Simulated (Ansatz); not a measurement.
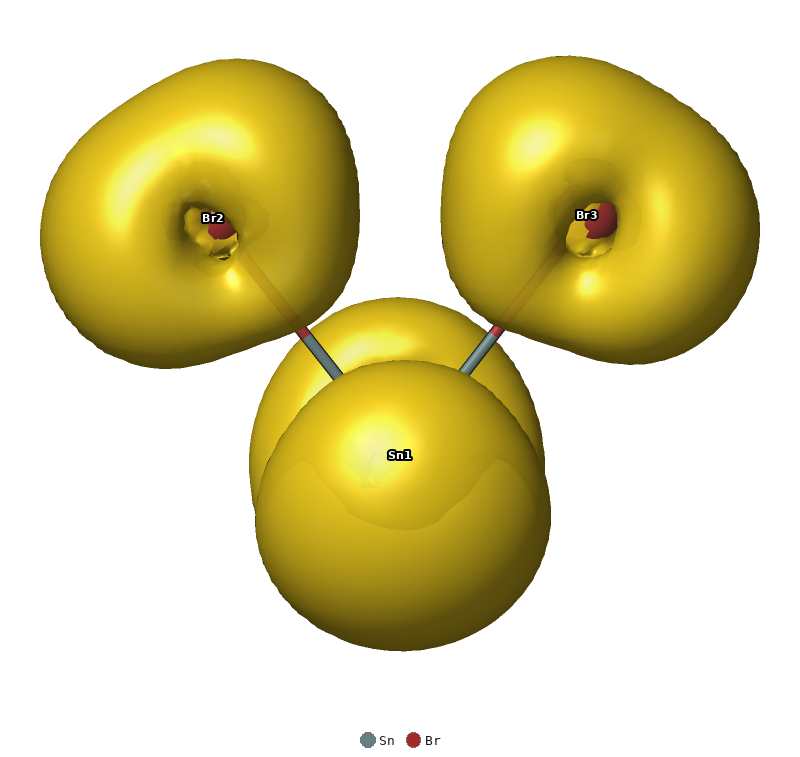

Figure 1: Br2Sn (charge +1, quartet). Isosurfaces of the spin density (α minus β) at +0.03 (yellow) and −0.03 e/Å³ (cyan), seen at a tilt.

Geometry: B3LYP-D4/def2-TZVP; core potentials replace the inner electrons of Sn.

These are results of UKS PBE0-D4/def2-TZVP in Ansatz, not measurements.

```xyz
3

Sn   -0.2206   -0.0017    1.3822
Br    0.9422    1.3468   -0.5567
Br   -0.7217   -1.3451   -0.8255
```

Q: Which atoms carry the spin?

A: The unpaired spin (3 electrons) lies mostly on Sn1 (about 1.4), Br2 (about 0.8) and Br3 (about 0.8), in electrons by Hirshfeld's partition.
